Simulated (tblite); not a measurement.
# Run report: C$_{5}$H$_{13}$Ge (charge −1), saddle-point search

C$_{5}$H$_{13}$Ge, charge −1, computed with GFN2-xTB saddle search (eigenvector following) and harmonic vibrations, gas phase (tblite 0.8.0).

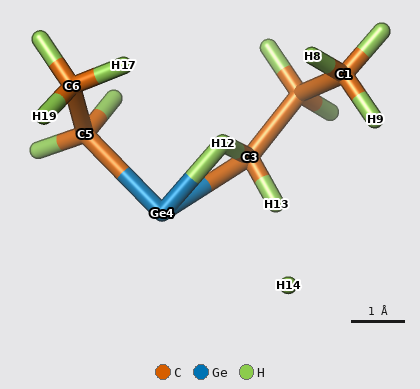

The structure as given in the input (stick view, seen on its broad side; atoms are numbered from 1 in the order of the input). Sticks mark near contacts.

The input:
```
{"job": {"xc": "GFN2-xTB", "basis": "xTB", "kind": "saddle"}, "charge": -1, "multiplicity": 1}
C      2.547893     0.009695     0.693944
C      1.821645     0.703612    -0.521574
C      0.702769    -0.156714    -1.134969
Ge    -1.187922    -1.230763    -1.121471
C     -2.373877     0.372836    -0.421146
C     -2.636608     0.335518     1.085868
H      3.377129     0.586576     1.112725
H      1.897302    -0.142749     1.562057
H      2.960965    -0.951670     0.402349
H      2.445111     0.888743    -1.408354
H      1.402673     1.667530    -0.196307
H      0.100364    -0.572968    -0.118051
H      1.017372    -1.164052    -1.400236
H      0.868141    -3.263568    -1.325709
H     -1.662647     1.231519    -0.526445
H     -3.214790     0.683948    -1.076472
H     -1.664996     0.225869     1.605670
H     -3.072811     1.263299     1.475872
H     -3.327713    -0.486661     1.312248
```

The first line tells a small driver script what to run in tblite; the rest is the geometry in Å.

Hardware: 1 CPU thread, shared host.

Launched with:
```bash
OMP_NUM_THREADS=1 python <driver script> task.json out
```

Output:
```
step      E/eV     max force
  0    -525.38655   2.9999
  1    -525.85391   1.9947
  2    -526.23057   1.4453
  3    -526.51049   1.1667
  4    -526.65411   0.8662
  5    -526.80154   0.9700
  6    -526.98003   0.7776
  7    -527.14316   0.6292
  8    -527.28734   0.5311
  9    -527.37529   0.5172
 10    -527.39119   0.5519
 11    -527.48023   0.5397
 12    -527.55489   0.5222
 13    -527.62565   0.5018
 14    -527.68441   0.4846
 15    -527.76742   0.4660
 16    -527.79986   0.4467
 17    -527.82819   0.4299
 18    -527.84887   0.4145
 19    -527.86210   0.4027
 20    -527.86467   0.3967
 21    -527.85476   0.3846
 22    -527.83533   0.3817
 23    -527.81663   0.3841
 24    -527.80625   0.3739
 25    -527.82933   0.3695
 26    -527.80048   0.3447
 27    -527.77242   0.3417
 28    -527.74963   0.3373
 29    -527.74055   0.3253
 30    -527.76100   0.3861
 31    -527.74268   0.2871
 32    -527.71357   0.2738
 33    -527.68436   0.2701
 34    -527.67063   0.2289
 35    -527.68060   0.1772
 36    -527.71001   0.0965
 37    -527.72494   0.1243
 38    -527.73746   0.0931
 39    -527.74537   0.1526
 40    -527.74791   0.1805
 41    -527.75393   0.0734
 42    -527.75650   0.0902
 43    -527.75780   0.0511
 44    -527.75546   0.2581
 45    -527.75841   0.0107
 46    -527.75870   0.0185
 47    -527.75874   0.0071
 48    -527.75875   0.0084
 49    -527.75875   0.0030
lowest wavenumbers (cm-1): -260.9 50.5 74.7 98.3 133.2 142.5
```

Trajectory as extended XYZ (Å, eV, eV/Å), 12 frames, from step=0 to step=49:
```
19
Properties=species:S:1:pos:R:3:forces:R:3 step=0 energy=-525.38655
C     2.5479    0.0097    0.6939   -0.0240   0.4500  -0.5200
C     1.8216    0.7036   -0.5216   -0.5360  -0.5560  -0.1310
C     0.7028   -0.1567   -1.1350   -1.6760  -1.4230   2.0410
Ge   -1.1879   -1.2308   -1.1215    0.2250  -0.1070  -1.0670
C    -2.3739    0.3728   -0.4211    0.9420   1.5230  -0.0030
C    -2.6366    0.3355    1.0859   -0.2740  -0.0470  -0.2650
H     3.3771    0.5866    1.1127    0.1110   0.3420  -0.4120
H     1.8973   -0.1427    1.5621   -0.3570  -0.0560  -0.5140
H     2.9610   -0.9517    0.4023   -0.2530  -0.0720  -0.1710
H     2.4451    0.8887   -1.4084    0.5080   0.0270   0.6430
H     1.4027    1.6675   -0.1963    0.1550  -0.0900   0.0850
H     0.1004   -0.5730   -0.1181    1.0810   0.6150  -0.0200
H     1.0174   -1.1641   -1.4002    1.3760   0.1610  -0.3100
H     0.8681   -3.2636   -1.3257   -0.5000   0.2930   0.1150
H    -1.6626    1.2315   -0.5264   -0.3840  -0.3310  -0.1810
H    -3.2148    0.6839   -1.0765   -0.0230  -0.4820   0.7360
H    -1.6650    0.2259    1.6057   -0.5580  -0.3180  -0.2030
H    -3.0728    1.2633    1.4759   -0.1270  -0.0210  -0.1060
H    -3.3277   -0.4867    1.3122    0.3120   0.0910   0.2840
19
Properties=species:S:1:pos:R:3:forces:R:3 step=4 energy=-526.65411
C     2.5711    0.0172    0.6525    0.1010   0.1210  -0.1180
C     1.8290    0.7414   -0.4933   -0.2030  -0.1740  -0.0420
C     0.6995   -0.1961   -0.9590   -0.2800  -0.5920   0.5670
Ge   -1.1005   -1.1422   -1.3841    0.0470   0.2790  -0.5820
C    -2.3704    0.3440   -0.4395    0.2790   0.4760  -0.1360
C    -2.6351    0.3180    1.0617   -0.0510  -0.0260  -0.0710
H     3.4891    0.5221    0.9723   -0.0360   0.1080  -0.1570
H     1.9290   -0.0676    1.5322   -0.0270   0.0280  -0.1440
H     2.8320   -0.9969    0.3396   -0.0730   0.1760  -0.0150
H     2.5164    0.9303   -1.3261   -0.0200  -0.0100   0.0970
H     1.4670    1.7108   -0.1295   -0.0770  -0.0420  -0.0300
H     0.2538   -0.5285    0.0201    0.3960  -0.1950   0.2840
H     1.2019   -1.0998   -1.3118    0.4030  -0.0470   0.0770
H     0.5067   -3.2453   -1.2547   -0.4010   0.3050   0.0810
H    -1.7882    1.2603   -0.6350   -0.2120  -0.0560  -0.0130
H    -3.3146    0.4806   -1.0014    0.1830  -0.1950   0.2630
H    -1.6882    0.2134    1.6009   -0.1220  -0.1050  -0.0410
H    -3.1028    1.2472    1.4164   -0.0230  -0.0540  -0.0260
H    -3.2957   -0.5088    1.3388    0.1170   0.0030   0.0040
19
Properties=species:S:1:pos:R:3:forces:R:3 step=8 energy=-527.28734
C     2.5809    0.0636    0.6635    0.0570   0.1100  -0.0400
C     1.7885    0.7190   -0.4787   -0.1320  -0.1390   0.0490
C     0.7525   -0.3420   -0.8766   -0.0540  -0.3940   0.3520
Ge   -1.0716   -0.9891   -1.5700    0.0950   0.1810  -0.2470
C    -2.3345    0.3741   -0.4486    0.0990   0.1360  -0.0890
C    -2.5987    0.3158    1.0516    0.0200  -0.0300  -0.0340
H     3.4830    0.6008    0.9647    0.0120   0.1480  -0.0870
H     1.9349   -0.0375    1.5354    0.0600   0.0510   0.0160
H     2.8603   -0.9436    0.3534    0.0720   0.1020   0.0300
H     2.4622    0.9399   -1.3157   -0.1000  -0.0110   0.0260
H     1.3624    1.6711   -0.1385   -0.1150  -0.1050  -0.0040
H     0.4349   -0.7907    0.0894    0.2220  -0.0850  -0.0650
H     1.3277   -1.1441   -1.3511    0.0760   0.0080   0.1070
H     0.1878   -3.0964   -1.1728   -0.4640   0.2480   0.0090
H    -1.8624    1.3442   -0.6633   -0.0530  -0.0400  -0.0080
H    -3.3059    0.4017   -0.9724    0.0970  -0.0420   0.0750
H    -1.6633    0.2178    1.6048   -0.0010  -0.0450  -0.0330
H    -3.0993    1.2260    1.4149    0.0180  -0.0630  -0.0220
H    -3.2395   -0.5306    1.3100    0.0910  -0.0300  -0.0350
19
Properties=species:S:1:pos:R:3:forces:R:3 step=13 energy=-527.62565
C     2.6615    0.1364    0.6367    0.0400   0.1060  -0.0050
C     1.7067    0.6447   -0.4524   -0.0250  -0.0590   0.0570
C     0.8287   -0.5516   -0.8227    0.0910  -0.1500   0.0940
Ge   -1.0473   -0.9827   -1.5318    0.0600   0.0910  -0.1450
C    -2.2472    0.4625   -0.4061   -0.0340   0.0710   0.0010
C    -2.7147    0.3351    1.0449    0.0750  -0.0500  -0.0760
H     3.5432    0.7654    0.7920   -0.0840   0.0870  -0.0280
H     2.1208    0.0505    1.5796    0.0730   0.0350  -0.0110
H     2.9929   -0.8650    0.3606    0.1090   0.1120   0.0200
H     2.2880    0.9838   -1.3206   -0.1120  -0.0240   0.0460
H     1.1408    1.5085   -0.0803   -0.0360  -0.1340  -0.0040
H     0.6955   -1.1413    0.0931    0.0560   0.0300  -0.0380
H     1.4317   -1.2011   -1.4705   -0.0280   0.0150   0.1400
H    -0.0138   -3.0476   -1.1507   -0.4830   0.1360   0.0060
H    -1.7084    1.4200   -0.5109   -0.0550  -0.1740   0.0250
H    -3.1558    0.5722   -1.0315    0.1840  -0.0130   0.0970
H    -1.8673    0.2233    1.7263   -0.0320  -0.0390  -0.0980
H    -3.2849    1.2193    1.3730    0.0640  -0.0670  -0.0390
H    -3.3704   -0.5326    1.1713    0.1390   0.0250  -0.0420
19
Properties=species:S:1:pos:R:3:forces:R:3 step=17 energy=-527.82819
C     2.6536    0.1989    0.6297    0.0590   0.0490  -0.0080
C     1.6018    0.5872   -0.4184    0.0080  -0.0230   0.0010
C     0.8856   -0.6884   -0.8598    0.1270  -0.1140   0.0300
Ge   -1.0465   -1.0512   -1.4866    0.0520   0.0750  -0.1320
C    -2.1152    0.4998   -0.3628   -0.0260   0.0120  -0.0150
C    -2.7284    0.3658    1.0286    0.0830  -0.0300  -0.0290
H     3.4304    0.9592    0.7704   -0.1300   0.0070   0.0010
H     2.1634    0.0159    1.5870    0.0750   0.0240  -0.0460
H     3.1357   -0.7338    0.3248    0.0270   0.1800   0.0170
H     2.0995    1.0708   -1.2725   -0.1160  -0.0630   0.0780
H     0.9105    1.3233    0.0150    0.0590  -0.1490  -0.0450
H     0.9062   -1.3896   -0.0208    0.0040   0.1110  -0.0500
H     1.4908   -1.1743   -1.6425   -0.0480   0.0360   0.1930
H    -0.2845   -3.1031   -1.0310   -0.3930   0.1670   0.0500
H    -1.4815    1.3998   -0.3760   -0.0230  -0.1200   0.0080
H    -2.9452    0.7243   -1.0590    0.1100  -0.0290   0.0590
H    -1.9553    0.2720    1.7949   -0.0150  -0.0500  -0.0790
H    -3.3492    1.2383    1.2920    0.0820  -0.0620  -0.0140
H    -3.3718   -0.5150    1.0873    0.0650  -0.0210  -0.0190
19
Properties=species:S:1:pos:R:3:forces:R:3 step=22 energy=-527.83533
C     2.6528    0.2476    0.5870    0.0400  -0.0440   0.0260
C     1.4703    0.5208   -0.3490    0.0540  -0.0080   0.0000
C     0.9002   -0.7952   -0.8640    0.0690  -0.0520   0.0120
Ge   -1.0644   -1.1760   -1.3739    0.0420   0.0580  -0.0900
C    -1.9809    0.5243   -0.3228   -0.0270  -0.0320  -0.0380
C    -2.7441    0.4500    0.9956    0.0180  -0.0560  -0.0030
H     3.2282    1.1536    0.8064   -0.0690  -0.0640   0.0070
H     2.2806   -0.1684    1.5288    0.1140   0.0720  -0.1570
H     3.3238   -0.4926    0.1373   -0.0810   0.1910   0.0630
H     1.8014    1.1507   -1.1873   -0.0480  -0.0630   0.0770
H     0.7144    1.0866    0.2067    0.0890  -0.0660  -0.0410
H     1.0512   -1.5616   -0.1017   -0.0180   0.0730  -0.0080
H     1.4886   -1.1334   -1.7285    0.0100  -0.0030   0.1160
H    -0.3247   -3.3002   -1.0104   -0.2950   0.2210   0.0990
H    -1.2627    1.3507   -0.2487   -0.0270  -0.0670  -0.0200
H    -2.6997    0.8463   -1.0955    0.0130  -0.0290   0.0210
H    -2.0619    0.3201    1.8388   -0.0050  -0.0560  -0.0600
H    -3.3283    1.3658    1.1836    0.0630  -0.0820   0.0100
H    -3.4450   -0.3892    0.9978    0.0560   0.0080  -0.0160
19
Properties=species:S:1:pos:R:3:forces:R:3 step=26 energy=-527.80048
C     2.6637    0.2402    0.5728    0.0740  -0.0250   0.0340
C     1.4607    0.4951   -0.3363    0.0230  -0.0040  -0.0040
C     0.9260   -0.8115   -0.9095    0.0680  -0.0780  -0.0110
Ge   -1.0722   -1.2456   -1.2634    0.0520   0.0580  -0.1110
C    -1.9479    0.5191   -0.2835   -0.0480  -0.0270  -0.0090
C    -2.7967    0.4958    0.9849    0.0430  -0.0380  -0.0320
H     3.1391    1.1740    0.8930   -0.0350  -0.0830  -0.0180
H     2.3326   -0.3044    1.4609    0.0960   0.0670  -0.1070
H     3.4081   -0.3751    0.0589   -0.0710   0.1290   0.0570
H     1.7485    1.1791   -1.1449   -0.0180  -0.0200   0.0320
H     0.6957    1.0003    0.2596    0.0370  -0.0310  -0.0110
H     1.1891   -1.6261   -0.2319   -0.0410   0.0940  -0.0370
H     1.4445   -1.0423   -1.8519    0.0140   0.0010   0.1260
H    -0.3084   -3.3464   -0.8715   -0.2630   0.1780   0.1340
H    -1.2177    1.3296   -0.1781   -0.0110  -0.0440  -0.0180
H    -2.6061    0.8418   -1.1084    0.0030  -0.0210   0.0270
H    -2.1750    0.3722    1.8737    0.0210  -0.0600  -0.0450
H    -3.3676    1.4287    1.1126    0.0420  -0.0510   0.0150
H    -3.5161   -0.3246    0.9630    0.0140  -0.0450  -0.0220
19
Properties=species:S:1:pos:R:3:forces:R:3 step=31 energy=-527.74268
C     2.7618    0.2382    0.4891   -0.0170  -0.0770  -0.0110
C     1.4319    0.4623   -0.2409    0.0570   0.0380   0.0420
C     0.9063   -0.8357   -0.8382    0.0390   0.0230  -0.0050
Ge   -1.0896   -1.3015   -1.0979   -0.0140   0.0350  -0.1290
C    -1.9339    0.5518   -0.2657    0.0000  -0.0170  -0.0140
C    -2.8915    0.5463    0.9207    0.0300  -0.0390  -0.0120
H     3.1815    1.1789    0.8550    0.0070  -0.0270  -0.0030
H     2.5976   -0.4253    1.3451    0.0670   0.1250  -0.1730
H     3.4943   -0.2379   -0.1715   -0.1390   0.1080   0.0890
H     1.5669    1.2173   -1.0295   -0.0210  -0.0720   0.1180
H     0.7160    0.8676    0.4844    0.1140  -0.0590  -0.0680
H     1.2319   -1.6694   -0.2182   -0.0220   0.0140   0.0310
H     1.3694   -1.0096   -1.8162    0.0790  -0.0160   0.0240
H    -0.2084   -3.4425   -0.8649   -0.2150   0.1360   0.1330
H    -1.2029    1.3501   -0.0988    0.0060  -0.0370  -0.0130
H    -2.5098    0.8757   -1.1479   -0.0090  -0.0010   0.0000
H    -2.3505    0.3973    1.8564    0.0230  -0.0600  -0.0020
H    -3.4456    1.4921    1.0116    0.0190  -0.0300   0.0070
H    -3.6255   -0.2558    0.8273   -0.0020  -0.0440  -0.0120
19
Properties=species:S:1:pos:R:3:forces:R:3 step=35 energy=-527.68060
C     2.7879    0.2614    0.4440   -0.0470  -0.0660  -0.0040
C     1.3458    0.3906   -0.0610    0.0780   0.0340   0.0230
C     0.8612   -0.9033   -0.6990    0.0120   0.0230   0.0000
Ge   -1.1252   -1.3966   -0.8707    0.0050   0.0290   0.0420
C    -1.9261    0.6023   -0.3612   -0.0020  -0.0360  -0.0960
C    -2.8384    0.6333    0.8616    0.0100  -0.0770   0.0150
H     3.1618    1.2083    0.8401   -0.0010  -0.0070   0.0030
H     2.8308   -0.4880    1.2396    0.0250   0.1050  -0.1230
H     3.4513   -0.0632   -0.3619   -0.0990   0.0500   0.0760
H     1.2897    1.2118   -0.7878   -0.0070  -0.0670   0.0890
H     0.7033    0.6559    0.7871    0.0850  -0.0300  -0.0550
H     1.2670   -1.7559   -0.1541   -0.0170  -0.0060   0.0340
H     1.2675   -1.0002   -1.7104    0.0600  -0.0110   0.0030
H    -0.0896   -3.5293   -1.1913   -0.1340   0.1120   0.0300
H    -1.2156    1.4339   -0.2819   -0.0420  -0.0720  -0.0080
H    -2.5473    0.8358   -1.2428    0.0040   0.0150   0.0390
H    -2.2514    0.5848    1.7839   -0.0340  -0.0290  -0.0790
H    -3.4525    1.5437    0.9077    0.0300  -0.0340   0.0230
H    -3.5202   -0.2254    0.8583    0.0750   0.0670  -0.0100
19
Properties=species:S:1:pos:R:3:forces:R:3 step=40 energy=-527.74791
C     2.7567    0.3456    0.3977   -0.0140  -0.0520  -0.0040
C     1.2603    0.3462    0.0676    0.0440   0.0550   0.0090
C     0.7967   -0.9859   -0.4933   -0.1310   0.0830  -0.0230
Ge   -1.1687   -1.3299   -1.0330    0.0620   0.0180  -0.0070
C    -1.9190    0.6791   -0.5417   -0.0880   0.0290   0.0620
C    -2.6414    0.5762    0.7992    0.0600   0.0610   0.0400
H     3.0812    1.3163    0.7797    0.0010  -0.0130   0.0090
H     2.9785   -0.4142    1.1509   -0.0230   0.0720  -0.0770
H     3.3421    0.1156   -0.4956   -0.0650   0.0130   0.0770
H     1.0632    1.1402   -0.6607    0.0230  -0.0210   0.0370
H     0.6958    0.5841    0.9753    0.0410  -0.0010  -0.0280
H     1.0464   -1.7870    0.1999   -0.0040  -0.0940   0.0820
H     1.3565   -1.2114   -1.4013    0.0770  -0.0530  -0.1040
H    -0.2902   -3.4540   -1.3948    0.0040  -0.0120   0.0080
H    -1.2141    1.5153   -0.4971   -0.0270  -0.0100  -0.0070
H    -2.6641    0.9588   -1.3055    0.0450  -0.0140   0.0680
H    -1.9249    0.3851    1.6085   -0.1120   0.0270  -0.1390
H    -3.2102    1.4829    1.0636    0.0860  -0.1100  -0.0320
H    -3.3447   -0.2629    0.7806    0.0200   0.0200   0.0260
19
Properties=species:S:1:pos:R:3:forces:R:3 step=44 energy=-527.75546
C     2.6836    0.3530    0.4489    0.0120  -0.0120  -0.0020
C     1.2155    0.3692    0.0186   -0.0230  -0.0060  -0.0050
C     0.7399   -0.9994   -0.4468    0.1330  -0.1490   0.0110
Ge   -1.1785   -1.3178   -1.1306    0.0180  -0.0150   0.0000
C    -1.9490    0.6668   -0.5859    0.0090  -0.0330  -0.0360
C    -2.4857    0.5614    0.8331   -0.0090   0.0270   0.0290
H     3.0105    1.3389    0.7887    0.0060  -0.0190  -0.0040
H     2.8321   -0.3587    1.2629   -0.0110   0.0410  -0.0450
H     3.3176    0.0476   -0.3849   -0.0330   0.0130   0.0450
H     1.0946    1.0995   -0.7919    0.0130  -0.0800   0.0780
H     0.6059    0.7110    0.8635    0.0550  -0.0350  -0.0850
H     0.8689   -1.7347    0.3650   -0.0120   0.1630  -0.1750
H     1.3843   -1.3635   -1.2612   -0.1440   0.0990   0.1900
H    -0.2123   -3.3698   -1.7047   -0.0130   0.0110  -0.0010
H    -1.2686    1.5197   -0.6437    0.0460   0.0430  -0.0100
H    -2.7913    0.9181   -1.2454   -0.0330  -0.0020  -0.0300
H    -1.6732    0.3772    1.5365    0.0310   0.0010   0.0290
H    -3.0179    1.4625    1.1657    0.0000  -0.0070   0.0030
H    -3.1764   -0.2812    0.9122   -0.0460  -0.0400   0.0070
19
Properties=species:S:1:pos:R:3:forces:R:3 step=49 energy=-527.75875
C     2.6828    0.3491    0.4567   -0.0010   0.0010   0.0000
C     1.2183    0.3706    0.0164    0.0000   0.0000   0.0000
C     0.7388   -0.9935   -0.4516    0.0010  -0.0010   0.0000
Ge   -1.1786   -1.3160   -1.1357    0.0000   0.0000   0.0000
C    -1.9544    0.6657   -0.5899    0.0000   0.0000   0.0000
C    -2.4803    0.5590    0.8353    0.0000   0.0000   0.0000
H     3.0169    1.3358    0.7853    0.0000   0.0010   0.0000
H     2.8192   -0.3512    1.2800    0.0000  -0.0020   0.0020
H     3.3186    0.0271   -0.3670    0.0020  -0.0010  -0.0020
H     1.1070    1.0974   -0.7940    0.0000   0.0000   0.0000
H     0.6064    0.7162    0.8537    0.0000   0.0000   0.0000
H     0.8728   -1.7271    0.3500    0.0000   0.0010  -0.0010
H     1.3750   -1.3476   -1.2660   -0.0010   0.0010   0.0010
H    -0.2175   -3.3681   -1.6993    0.0000   0.0000   0.0000
H    -1.2773    1.5232   -0.6553    0.0000   0.0000   0.0000
H    -2.8043    0.9099   -1.2445    0.0000   0.0000   0.0000
H    -1.6603    0.3829    1.5339    0.0000   0.0000   0.0000
H    -3.0171    1.4560    1.1705    0.0000   0.0000   0.0000
H    -3.1659   -0.2896    0.9215    0.0000   0.0000   0.0000
```

Results in brief:

```json
{"quantity": "outcome", "value": "converged"}
{"quantity": "total energy", "value": "−527.7588 eV"}
{"quantity": "point group", "value": "C1"}
{"quantity": "wall time", "value": "23 s"}
{"quantity": "peak memory", "value": "0.2 GiB"}
```
